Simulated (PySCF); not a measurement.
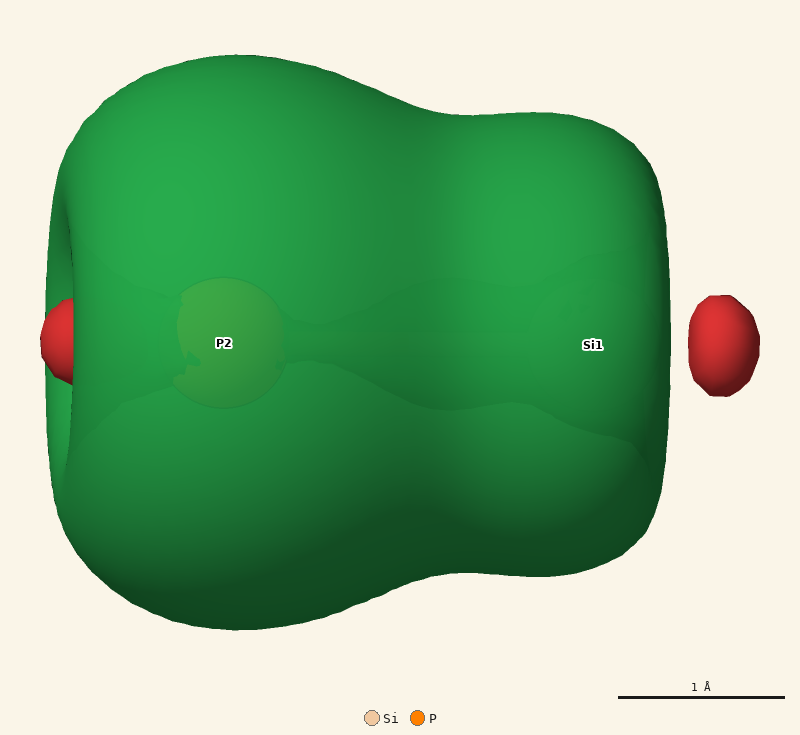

Figure 1: SiP (charge +1, triplet). Isosurfaces of the spin density (α minus β) at +0.02 (green) and −0.02 e/Å³ (red), seen from one side.

All numbers below come from PBE0/pcseg-1, non-relativistic, at a bond length of 2.236 Å in PySCF 2.14.0.

```xyz
2

Si    0.0000    0.0000   -1.1748
P     0.0000    0.0000    1.0612
```

Describe the spin distribution.

The unpaired spin (2 electrons) lies mostly on P2 (about 1.5) and Si1 (about 0.5), in electrons by Hirshfeld's partition.
